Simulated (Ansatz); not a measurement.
**BGe+ (singlet): inputs that go wrong at distance Ge1–B2 = 3.515 Å**

3 inputs are run for BGe+ (singlet) as typed; the log has to tell whether the result can be used and what must change.

Computed with Ansatz 0.2.0, Gaussian basis. Level: the settings change from run to run.

25 further runs of the same task are left out: 18 that didn't finish, 7 set aside as unsound or not needed.

**1. What is computed**

The geometry derives from a PBE0/def2-TZVP stationary point (not a proven minimum). One bond is set to the value named and the two fragments are kept rigid. No spin-orbit coupling is included. The filled d shell of Ge may be among the frozen orbitals whatever the setting's name suggests; the logs give the count.

2 atoms, charge 1, spin multiplicity 1.

Atoms are counted from 1 here; the program's logs count them from 0.

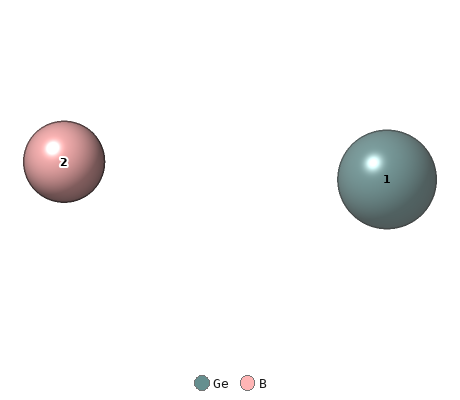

The geometry (germanium teal, boron pink); atoms are numbered from 1 in the order of the file.

**2. Input 1**

Contents of in.yaml:

```yaml
crystal:
  periodic: [false, false, false]
  atoms:
    - {symbol: Ge, position_ang: [0.000000, 0.000000, 0.000000]}
    - {symbol: B, position_ang: [0.000000, 0.000000, 3.515000]}
basis:
  gaussian: {orbitals: 6-31G}
total_charge: 1
correlation: {method: fic_mrcisd_q, electrons: outside_noble_gas, active_space: {window: {electrons: 2, orbitals: 2}, states: [{multiplicity: 1, weights: [1, 1]}], root: 5}}
```

Launch:

```console
ansatz run in.yaml --threads 1 --pin off --events-out ev --progress --plain --max-ram 2393MiB
```

The log of the run:

```text
Error: the active space averages no state 5, counted from zero
```

It took 0.03 s on 1 thread of Arm Neoverse V2, shared host.

Diagnosis: The run was refused. The root asked for lies beyond the states averaged. Fix: average more states or name a lower root.

**3. Input 2**

Contents of in.yaml:

```yaml
crystal:
  periodic: [false, false, false]
  atoms:
    - {symbol: Ge, position_ang: [0.000000, 0.000000, 0.000000]}
    - {symbol: B, position_ang: [0.000000, 0.000000, 3.515000]}
basis:
  gaussian: {orbitals: STO-3G}
total_charge: 1
correlation: {method: sc_nevpt2, electrons: outside_noble_gas, active_space: {window: {electrons: 2, orbitals: 200}}}
```

Same command.

The log of the run:

```text
Functional definition: HF
  name "HF"
  cite "Fock, Z. Phys. 61, 126 (1930) doi:10.1007/BF01340294"
  parent pbe
  exchange = exact_x
  correlation = 0
229 factors; integrals over basis functions are off by at most 4.4e-5 eV
mean field evaluation 1: about -56479.2556 eV, gradient 4.4e0 eV
mean field evaluation 2: about -56479.2593 eV, gradient 4.4e0 eV
mean field evaluation 4: about -56479.5815 eV, gradient 2.8e-1 eV
mean field evaluation 8: about -56479.5815 eV, gradient 3.1e-6 eV
mean field evaluation 16: about -56478.0534 eV, gradient 5.8e-4 eV
mean field evaluation 32: about -56457.2953 eV, gradient 2.3e1 eV
mean field evaluation 64: about -56468.4804 eV, gradient 3.9e0 eV
mean field evaluation 96: about -56478.5321 eV, gradient 3.2e0 eV
mean field -56479.58149660 eV, -2075.5863367646 hartree, gradient 4.9e-6 eV, S^2 0.000000; 9 other end points of the search recorded, 0 dependent functions left out; unrestricted orbitals would lower it
reference -56479.58149660 eV, -2075.5863367646 hartree; 18, 18 occupied and 5, 5 virtual orbitals, 229 factors
Error: 2 electrons in 200 orbitals form no window around the highest filled level of the reference
```

Run time: 0.27 s. Hardware: 1 thread of Arm Neoverse V2, shared host.

**Diagnosis.** The run stopped with an error. The active window can't be built from these electrons and orbitals. Cure: choose counts that fit the spin, the electrons and the basis.

**4. Input 3**

Contents of in.yaml:

```yaml
crystal:
  periodic: [false, false, false]
  atoms:
    - {symbol: Ge, position_ang: [0.000000, 0.000000, 0.000000]}
    - {symbol: B, position_ang: [0.000000, 0.000000, 3.515000]}
basis:
  gaussian: {orbitals: def2-SVP}
total_charge: 1
magnetization: {spin_polarized: true, initial_magnetization: 6}
correlation: {method: mp2, electrons: outside_noble_gas}
output: {forces: true}
```

The command is unchanged.

The log of the run, shortened:

```text
Functional definition: HF
  name "HF"
  cite "Fock, Z. Phys. 61, 126 (1930) doi:10.1007/BF01340294"
  parent pbe
[...]
458 factors; integrals over basis functions are off by at most 2.4e-4 eV
[...]
mean field -57118.61525706 eV, -2099.0703943091 hartree, gradient 6.4e-6 eV, S^2 12.001921; 14 other end points of the search recorded, 0 dependent functions left out
15 core orbitals not correlated: weight in the atoms' cores, before any rotation towards them, 1.000 or more for the frozen orbitals, at most 0.000 for the correlated occupied ones
reference -57118.61525706 eV, -2099.0703943091 hartree; 6, 0 occupied and 25, 31 virtual orbitals, 458 factors
second order -0.54865156 eV of doubles, -0.00000000 eV of singles
[...]
Total energy: -57119.16390862 eV, -2099.0905568819 hartree
Atom 0 at     0.000000     0.000000     0.000000 Å, force     0.000000    -0.000000     0.647771 eV/Å
Atom 1 at     0.000000     0.000000     3.515000 Å, force    -0.000000     0.000000    -0.647771 eV/Å
Dipole moment:    -0.000000     0.000000     0.987956 e Å
```

It took 2.7 s on 1 thread of Arm Neoverse V2, shared host.

**Diagnosis.** The run converged, which proves nothing about the input. Far too many unpaired electrons are asked for. Its energy belongs to the state of multiplicity 7, not to the singlet that was meant. To mend it, set initial_magnetization to that of the wanted state.

**5. How the runs ended**

| input | level | ended | cause | time |
| --- | --- | --- | --- | --- |
| 1 | MRCISD+Q(2,2)/6-31G | refused | the root asked for lies beyond the states averaged | 0.03 s |
| 2 | NEVPT2(2,200)/STO-3G | stopped by an error | the active window can't be built from these electrons and orbitals | 0.27 s |
| 3 | MP2 on UHF/def2-SVP | converged | far too many unpaired electrons are asked for | 2.7 s |

1 refused, 1 stopped by an error, 1 converged. The input that converges on a wrong geometry or spin is the dangerous one: no error points at it, so geometry and ⟨S²⟩ have to be checked.
